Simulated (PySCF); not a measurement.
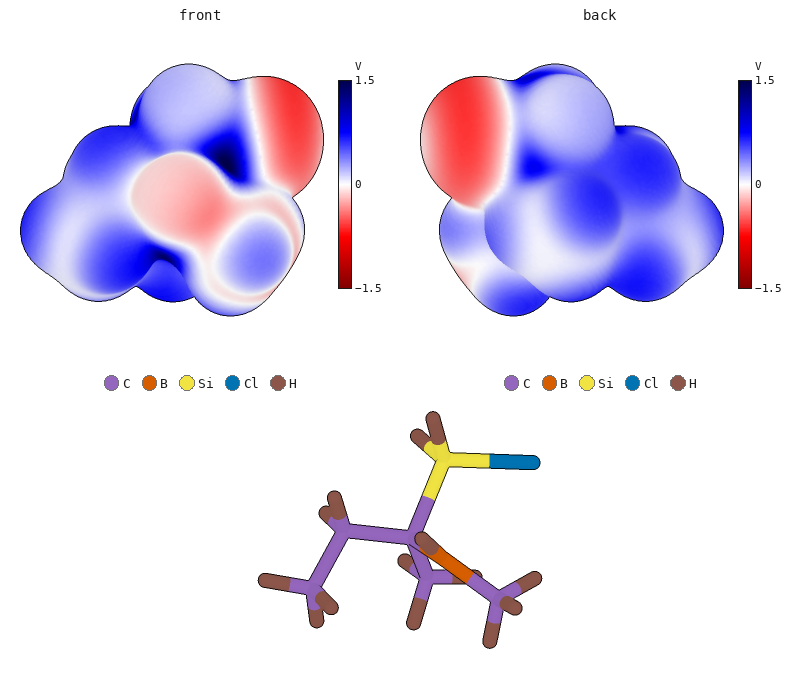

*C5H14BClSi. The electrostatic potential painted on the density surface at 0.002 e/bohr³, seen from the front and from behind; the colour scale runs from red (negative) to blue (positive). The bare structure is drawn below in the same view.*

Geometry: GFN2-xTB.

The calculation used WP04/6-31G*, SCF density, gas phase, non-relativistic in PySCF 2.14.0.

Input file:

```
{"job": {"xc": "WP04", "basis": "6-31G*", "kind": "nmr", "pop": true}, "charge": 0, "multiplicity": 1}
C      2.358359    -0.819034     0.073612
B      0.964142    -0.750464     0.796631
C     -0.135417     0.284395     0.362678
C      0.026850     0.860866    -1.051870
C     -1.566862    -0.254867     0.550337
C     -1.857769    -1.473686    -0.320927
Si     0.066659     1.737689     1.618847
Cl     1.862209     2.630311     1.413796
H      2.244413    -1.030065    -0.989420
H      3.034418    -1.564763     0.484598
H      2.863479     0.145478     0.127245
H      0.735695    -1.448258     1.714221
H     -0.775828     1.561363    -1.283877
H      0.006539     0.066560    -1.795222
H      0.974378     1.384550    -1.155693
H     -2.297381     0.525872     0.318582
H     -1.709195    -0.537828     1.595567
H     -1.115747    -2.248727    -0.141312
H     -2.843085    -1.874187    -0.090149
H     -1.839768    -1.215887    -1.376531
H     -0.052027     1.293609     3.006158
H     -0.954476     2.746458     1.328225
```

Launched as:

```sh
OMP_NUM_THREADS=1 python ens_run.py task.json out
```

Which sites attract a positive test charge, and which a negative one?

A positive charge is drawn to the negative regions and a negative charge to the positive ones. The most negative region (about −0.6 V, or −14 kcal/mol for a unit charge) lies over Cl8, the most positive (about +1.4 V, or +32 kcal/mol for a unit charge) over B2 and Si7.

What dipole moment does the calculation give?

Its dipole moment is 1.82 D.
